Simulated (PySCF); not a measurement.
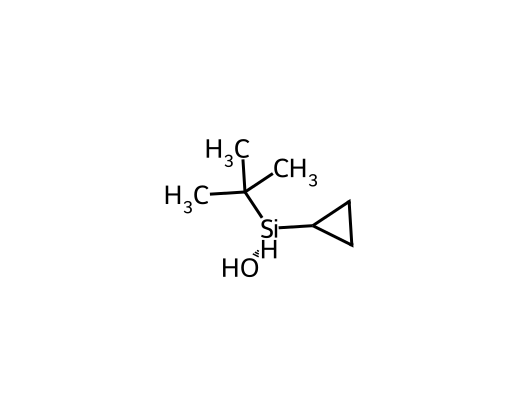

The computed structure is the end point of a PBE0-D3(BJ)/def2-SVP optimisation. No frequency run is at hand to confirm it as a minimum. Properties computed with CAM-B3LYP/def2-SVPD, gas phase (PySCF 2.14.0). Excitations: vertical, linear response.

Give the lowest vertical singlet excitation at this level.

7.18 eV.

Estimate the dipole moment.

1.49 D.

Estimate the LUMO energy (Kohn–Sham orbital).

0.93 eV.

What is the HOMO energy (Kohn–Sham orbital)?

−8.83 eV.
